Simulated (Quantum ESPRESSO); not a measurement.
# CuSiO3: which magnetic order is lowest, part 2 of 2

A self-consistent run ends on one state, which hangs on the start. Several orders of CuSiO3 are started in Quantum ESPRESSO and their energies compared.

Quantum ESPRESSO 7.5; LDA with U = 6 eV on Cu d (ortho-atomic projectors); plane waves with GBRV 1.5 LDA potentials, no spin-orbit coupling.

So far, absolute magnetization (μB): step 2 (run 1 (ferro ++)) 2.15.

### 3. Start 2: antiferro +−

File pw.in:

```
&CONTROL
  calculation = 'scf'
  prefix = 'pwscf'
  outdir = './tmp'
  pseudo_dir = './pseudo'
  disk_io = 'nowf'
/
&SYSTEM
  ibrav = 0
  nat = 10
  ntyp = 4
  ecutwfc = 40
  ecutrho = 280
  nbnd = 55
  occupations = 'smearing'
  smearing = 'fd'
  degauss = 0.00367493
  nspin = 2
  starting_magnetization(1) = 0
  starting_magnetization(2) = 0.0526
  starting_magnetization(3) = -0.0526
  starting_magnetization(4) = 0
/
&ELECTRONS
  conv_thr = 2d-08
  electron_maxstep = 150
  mixing_beta = 0.3
/
ATOMIC_SPECIES
Si     28.0850 si_lda_v1.uspp.F.UPF
Cu1    63.5460 cu_lda_v1.2.uspp.F.UPF
Cu2    63.5460 cu_lda_v1.2.uspp.F.UPF
O      15.9990 o_lda_v1.2.uspp.F.UPF
CELL_PARAMETERS angstrom
   8.9581390000    0.0000000000    0.0000000000
   0.0000000000    2.8602530000    0.0000000000
   0.0000000000    0.0000000000    4.9182360000
ATOMIC_POSITIONS crystal
Si      0.7500000000    0.5000000000    0.8778590000
Si      0.2500000000    0.5000000000    0.1221410000
Cu1     0.5000000000    0.0000000000    0.5000000000
Cu2     0.0000000000    0.0000000000    0.5000000000
O       0.5972540000    0.5000000000    0.6956570000
O       0.4027460000    0.5000000000    0.3043430000
O       0.9027460000    0.5000000000    0.6956570000
O       0.0972540000    0.5000000000    0.3043430000
O       0.2500000000    0.0000000000    0.9452320000
O       0.7500000000    0.0000000000    0.0547680000
K_POINTS automatic
2 8 4 0 0 0
HUBBARD {ortho-atomic}
U Cu1-3d 6.0000
U Cu2-3d 6.0000
```

Launch:

```sh
> OMP_NUM_THREADS=1 mpirun -n 4 pw.x -nk 4 -in pw.in > pw.out
```

The program printed:

```text
[banner, memory and clock lines left out]
Program PWSCF v.7.5 starts

     Message from routine setup:
     using ibrav=0 with symmetry is DISCOURAGED, use correct ibrav instead

     bravais-lattice index     =            0
     lattice parameter (alat)  =      16.9284  a.u.
     unit-cell volume          =     850.4097 (a.u.)^3
     number of atoms/cell      =           10
     number of atomic types    =            4
     number of electrons       =        82.00
     number of Kohn-Sham states=           55
     kinetic-energy cutoff     =      40.0000  Ry
     charge density cutoff     =     280.0000  Ry
     scf convergence threshold =      2.0E-08
     mixing beta               =       0.3000
     number of iterations used =            8  plain     mixing
     Exchange-correlation= SLA  PZ   NOGX NOGC
                           (   1   1   0   0   0   0   0)
     Hubbard projectors: ortho-atomic
     Hubbard parameters of DFT+U (Dudarev formulation) in eV:
     U(Cu1-3d) =  6.0000
     U(Cu2-3d) =  6.0000

     Internal variables: lda_plus_u =T, lda_plus_u_kind = 0

     Internal variables: orbital_resolved =F, hub_pot_fix =F, apply_U = F

     celldm(1)=  16.928429  celldm(2)=   0.000000  celldm(3)=   0.000000
     celldm(4)=   0.000000  celldm(5)=   0.000000  celldm(6)=   0.000000

     crystal axes: (cart. coord. in units of alat)
               a(1) = (   1.000000   0.000000   0.000000 )
               a(2) = (   0.000000   0.319291   0.000000 )
               a(3) = (   0.000000   0.000000   0.549024 )

     reciprocal axes: (cart. coord. in units 2 pi/alat)
               b(1) = (  1.000000  0.000000  0.000000 )
               b(2) = (  0.000000  3.131939  0.000000 )
               b(3) = (  0.000000  0.000000  1.821413 )

     PseudoPot. # 1 for Si read from file:
     si_lda_v1.uspp.F.UPF
     Pseudo is Ultrasoft + core correction, Zval =  4.0

     PseudoPot. # 2 for Cu read from file:
     cu_lda_v1.2.uspp.F.UPF
     Pseudo is Ultrasoft + core correction, Zval = 19.0

     PseudoPot. # 3 for Cu read from file:
     cu_lda_v1.2.uspp.F.UPF
     Pseudo is Ultrasoft + core correction, Zval = 19.0

     PseudoPot. # 4 for O  read from file:
     o_lda_v1.2.uspp.F.UPF
     Pseudo is Ultrasoft + core correction, Zval =  6.0

     atomic species   valence    mass     pseudopotential
     Si                4.00    28.08500     Si( 1.00)
     Cu1              19.00    63.54600     Cu( 1.00)
     Cu2              19.00    63.54600     Cu( 1.00)
     O                 6.00    15.99900     O ( 1.00)

     Starting magnetic structure
     atomic species   magnetization
     Si              0.000
     Cu1             0.053
     Cu2            -0.053
     O               0.000

      4 Sym. Ops., with inversion, found

   Cartesian axes

     site n.     atom                  positions (alat units)
         1        Si     tau(   1) = (   0.7500000   0.1596455   0.4819659  )
         2        Si     tau(   2) = (   0.2500000   0.1596455   0.0670584  )
         3        Cu1    tau(   3) = (   0.5000000   0.0000000   0.2745122  )
         4        Cu2    tau(   4) = (   0.0000000   0.0000000   0.2745122  )
         5        O      tau(   5) = (   0.5972540   0.1596455   0.3819326  )
         6        O      tau(   6) = (   0.4027460   0.1596455   0.1670917  )
         7        O      tau(   7) = (   0.9027460   0.1596455   0.3819326  )
         8        O      tau(   8) = (   0.0972540   0.1596455   0.1670917  )
         9        O      tau(   9) = (   0.2500000   0.0000000   0.5189553  )
        10        O      tau(  10) = (   0.7500000   0.0000000   0.0300690  )

     number of k points=    30  Fermi-Dirac smearing, width (Ry)=  0.0037
                       cart. coord. in units 2pi/alat
        k(    1) = (   0.0000000   0.0000000   0.0000000), wk =   0.0156250
        k(    2) = (   0.0000000   0.0000000   0.4553533), wk =   0.0312500
        k(    3) = (   0.0000000   0.0000000  -0.9107065), wk =   0.0156250
        k(    4) = (   0.0000000   0.3914924   0.0000000), wk =   0.0312500
        k(    5) = (   0.0000000   0.3914924   0.4553533), wk =   0.0625000
        [... 25 further k-points ...]

     Dense  grid:    67303 G-vectors     FFT dimensions: (  96,  30,  50)

     Smooth grid:    29045 G-vectors     FFT dimensions: (  72,  24,  40)

     Check: negative core charge=   -0.000002
     Generating pointlists ...
     new r_m :   0.0753 (alat units)  1.2750 (a.u.) for type    1
     new r_m :   0.0889 (alat units)  1.5055 (a.u.) for type    2
     new r_m :   0.0889 (alat units)  1.5055 (a.u.) for type    3
     new r_m :   0.0753 (alat units)  1.2750 (a.u.) for type    4

     Initial potential from superposition of free atoms

     starting charge      79.9988, renormalised to      82.0000

     STARTING HUBBARD OCCUPATIONS:

     =================== HUBBARD OCCUPATIONS ===================
     ------------------------ ATOM    3 ------------------------
     Tr[ns(  3)] (up, down, total) =   5.00000  3.00000  8.00000
     Atomic magnetic moment for atom   3 =   2.00000
     [... lines left out ...]
     ------------------------ ATOM    4 ------------------------
     Tr[ns(  4)] (up, down, total) =   3.00000  5.00000  8.00000
     Atomic magnetic moment for atom   4 =  -2.00000
     [... lines left out ...]
     Number of occupied Hubbard levels =   16.0000

     Atomic wfc used for Hubbard projectors are orthogonalized

     Starting wfcs are   58 randomized atomic wfcs

     Self-consistent Calculation

     iteration #  1     ecut=    40.00 Ry     beta= 0.30
     Davidson diagonalization with overlap
     ethr =  1.00E-02,  avg # of iterations =  4.7

     =================== HUBBARD OCCUPATIONS ===================
     ------------------------ ATOM    3 ------------------------
     Tr[ns(  3)] (up, down, total) =   4.94667  4.22692  9.17359
     Atomic magnetic moment for atom   3 =   0.71975
     [... lines left out ...]
     ------------------------ ATOM    4 ------------------------
     Tr[ns(  4)] (up, down, total) =   4.22649  4.94673  9.17322
     Atomic magnetic moment for atom   4 =  -0.72025
     [... lines left out ...]
     Number of occupied Hubbard levels =   18.3468

     total energy              =   -1020.27016897 Ry
     estimated scf accuracy    <       1.13339877 Ry

     total magnetization       =    -0.00 Bohr mag/cell
     absolute magnetization    =     2.16 Bohr mag/cell

     iteration #  2     ecut=    40.00 Ry     beta= 0.30
     Davidson diagonalization with overlap
     ethr =  1.38E-03,  avg # of iterations =  2.2

     total energy              =   -1020.37628684 Ry
     estimated scf accuracy    <       0.14963381 Ry

     total magnetization       =     0.00 Bohr mag/cell
     absolute magnetization    =     2.07 Bohr mag/cell

     [... further iterations left out ...]

     iteration # 13     ecut=    40.00 Ry     beta= 0.30
     Davidson diagonalization with overlap
     ethr =  7.28E-11,  avg # of iterations =  1.1

     total energy              =   -1020.38429120 Ry
     estimated scf accuracy    <       0.00000003 Ry

     total magnetization       =    -0.00 Bohr mag/cell
     absolute magnetization    =     2.12 Bohr mag/cell

     iteration # 14     ecut=    40.00 Ry     beta= 0.30
     Davidson diagonalization with overlap
     ethr =  3.81E-11,  avg # of iterations =  2.4

     Magnetic moment per site  (integrated on atomic sphere of radius R)
     atom   1 (R=0.075)  charge=  0.5733  magn=  0.0000
     atom   2 (R=0.075)  charge=  0.5733  magn=  0.0000
     atom   3 (R=0.089)  charge= 16.3552  magn=  0.7206
     atom   4 (R=0.089)  charge= 16.3552  magn= -0.7206
     atom   5 (R=0.075)  charge=  4.5509  magn=  0.1055
     atom   6 (R=0.075)  charge=  4.5509  magn=  0.1055
     atom   7 (R=0.075)  charge=  4.5509  magn= -0.1055
     atom   8 (R=0.075)  charge=  4.5509  magn= -0.1055
     atom   9 (R=0.075)  charge=  4.5818  magn= -0.0000
     atom  10 (R=0.075)  charge=  4.5818  magn= -0.0000

     End of self-consistent calculation

     =================== HUBBARD OCCUPATIONS ===================
     ------------------------ ATOM    3 ------------------------
     Tr[ns(  3)] (up, down, total) =   4.94625  4.24121  9.18747
     Atomic magnetic moment for atom   3 =   0.70504
     [... lines left out ...]
     ------------------------ ATOM    4 ------------------------
     Tr[ns(  4)] (up, down, total) =   4.24121  4.94625  9.18747
     Atomic magnetic moment for atom   4 =  -0.70504
     [... lines left out ...]
     Number of occupied Hubbard levels =   18.3749

     [... lines left out ...]
     the Fermi energy is     5.8989 ev

!    total energy              =   -1020.38429121 Ry
     estimated scf accuracy    <          5.4E-09 Ry
     smearing contrib. (-TS)   =      -0.00000000 Ry
     internal energy E=F+TS    =   -1020.38429121 Ry

     The total energy is F=E-TS. E is the sum of the following terms:
     one-electron contribution =    -933.24122749 Ry
     hartree contribution      =     501.85153658 Ry
     xc contribution           =    -128.66928310 Ry
     ewald contribution        =    -460.46725011 Ry
     Hubbard energy            =       0.14193291 Ry

     total magnetization       =     0.00 Bohr mag/cell
     absolute magnetization    =     2.12 Bohr mag/cell

     convergence has been achieved in  14 iterations
```

Elapsed: 49 s, on 4 MPI ranks of Intel Xeon 6975P-C (Granite Rapids), shared host; peak memory 0.94 GiB; 3.2 min of CPU time.

Spin moment in the atom's sphere by atom:

```
atom  spin moment in the atom's sphere (μB)
 Si1                                  0.000
 Si2                                  0.000
 Cu3                                  0.721
 Cu4                                 -0.721
  O5                                  0.105
  O6                                  0.105
  O7                                 -0.105
  O8                                 -0.105
  O9                                  0.000
 O10                                  0.000
```

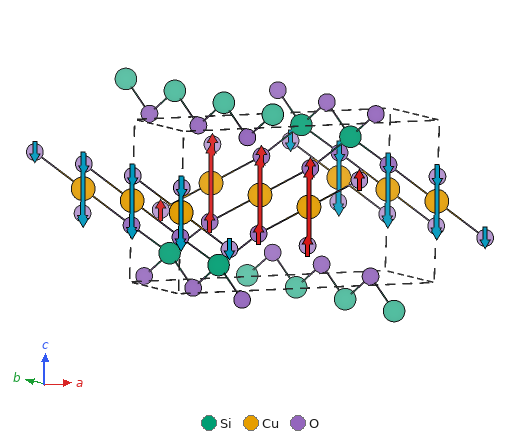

Spin moment in the atom's sphere as arrows, the longest 0.721 μB. Up and down stand for the sign. Arrows give size and sign along the axis of quantisation, drawn up and down the page. Each arrow also spans its atom, so small moments look longer than they are. The two directions have two colours. 1×2×1 cells are drawn. Some periodic images of atoms are drawn too.

Read from the output:

```yaml
smearing_term_ts: 2.31e-9 eV
magnetization: 0 μB
absolute_magnetization: 2.122 μB
final_state: antiferromagnetic
```

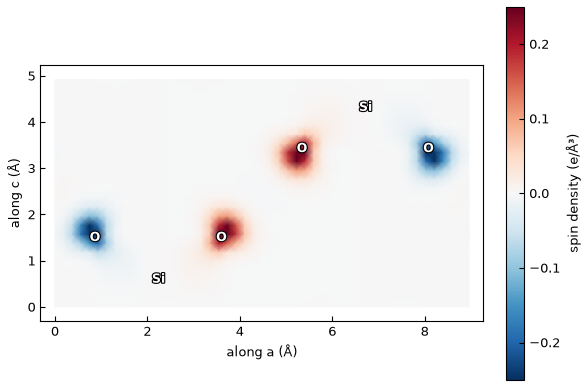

Spin density in the ac plane at fractional y = 0.500, with atoms of Si and O within 0.2 Å of it.

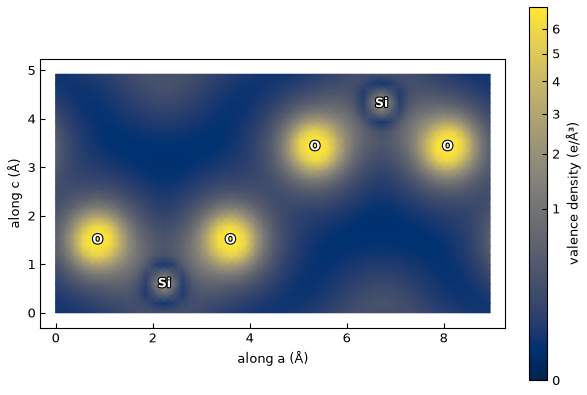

Valence density in the ac plane at fractional y = 0.500, with atoms of Si and O within 0.2 Å of it. It is the smooth field of the valence electrons, not physical close to the nuclei. The colour scale is stretched toward low values.

### 4. Ranking

An order is kept where moments of 0.15 μB or more survive with the typed signs; meshes match where a doubled cell samples the same k points as the first cell.

Orders:

```
       start        final state  typed order kept  energy over the lowest (meV a seeded atom)  largest site moment (μB)  net moment (μB a cell of the first run)  mesh matched  CPU time (s)
    ferro ++      ferromagnetic               yes                                       1.964                    0.7222                                        2           yes         188.6
antiferro +-  antiferromagnetic               yes                                           0                    0.7206                                        0           yes         194.8
```

### 5. Occupations of the corrected shells in the lowest state

Occupations of the Hubbard shells:

```
block  type  shell  spin  electrons             occupation numbers
    3   Cu1     3d    up      4.946  0.977 0.991 0.991 0.992 0.994
    3   Cu1     3d  down      4.241  0.301 0.972 0.989 0.989 0.990
    4   Cu2     3d    up      4.241  0.301 0.972 0.989 0.989 0.990
    4   Cu2     3d  down      4.946  0.977 0.991 0.991 0.992 0.994
```

### 6. Summary of results

| Property | Result |
| --- | --- |
| lowest state found | antiferromagnetic (from antiferro +-) |
| largest site moment | 0.721 μB |
| next state with moments | ferromagnetic, 1.96 meV a seeded atom higher |

The two lowest states lie so close that the mesh, the smearing, the functional or spin–orbit coupling could swap them. Only these 2 starts were compared; other wavevectors, canted and longer-period orders were not.

[Logs and program files are shortened in this print: banners, set-up blocks, solver, clock and traceback lines can be left out without a mark of their own.]

[Logs are printed without paths, hosts, clocks, repeated set-up lines and the standing remarks that a program may print on its own settings, such as how far it seeks lower states.]

[Hosts, paths, dates, database ids (printed as entryN), source tags and the programs' standing remarks are cut or masked in the printed files.]

[Where a cell is said to come from a database of computed structures, the database is the Materials Project.]
